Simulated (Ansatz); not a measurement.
Relaxed Os (hcp, Mg type):

```
CELL_PARAMETERS angstrom
      5.50971     0.00000     0.00000
     -1.37743     2.38577     0.00000
      0.00000     0.00000     4.34430
ATOMIC_POSITIONS crystal
  Os 0.16667 0.66667 0.75000
  Os 0.66667 0.66667 0.75000
  Os 0.33333 0.33333 0.25000
  Os 0.83333 0.33333 0.25000
```

In this cell atom 1 (Os, nearest neighbour Os at 2.692 Å; its periodic images, 2.8 Å or more away, move with it) is moved by s along Cartesian [110], unit vector (0.707, 0.707, 0.000); all other atoms and the cell stay fixed.

Calculation: PBE (plane waves to 420 eV, PAW, scalar-relativistic; Ansatz, a program for electronic structure). k mesh 8×16×9 (Γ-centred), Fermi-Dirac smearing 0.05 eV. Energies are smeared free energies. With partly filled bands, energies and forces of such displacements shift with the k mesh and the smearing. Os is run without spin polarisation. Os was relaxed with its symmetry unable to fall. Spin-orbit coupling is left out, though Os is heavy. The zero of ΔE is the undisplaced structure.

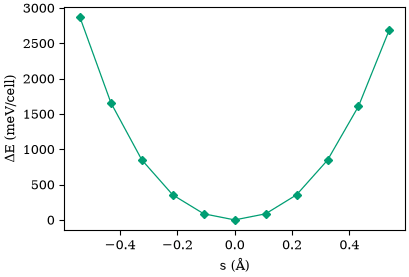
Fig. 1. ΔE (meV/cell) against s (Å); computed points joined by lines.

Question: Is the energy the same for displacements of ±0.540 Å, and if not, which side lies higher?

Answer: Not even: the negative side lies higher at ±0.540 Å.

Question: What is the energy change at s = 0.540 Å?

Answer: About 2700 meV/cell.

(For displaced atoms, the force is minus the slope of the energy, and its curvature is a force constant, which sets phonon frequencies.)
